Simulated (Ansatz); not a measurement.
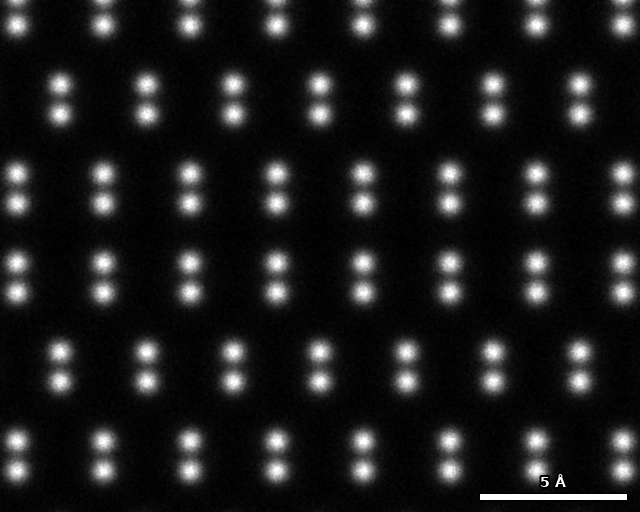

Z-contrast image of Lu (P6_3/mmc, No. 194) along [101]. Simulated incoherent Z contrast: every atom adds Z^1.8 spread by a probe of 0.57 Å full width; channelling and multiple scattering are left out. The probe carries 25 % of its weight in a tail 2.5 times as wide. Shot noise was added.

One planar defect was built into the perfect crystal by geometry alone, without relaxation. Host structure: the geometry given to an electronic-structure calculation, possibly off equilibrium.

Where does the periodic pattern break, and how?

A planar fault (a stacking fault) runs horizontally about 8 Å below the top edge. The part above it is shifted along the boundary by 1/2 of the 2.98 Å repeat of the rows (1.5 Å to the right, the same as to the left); both parts keep the same orientation.
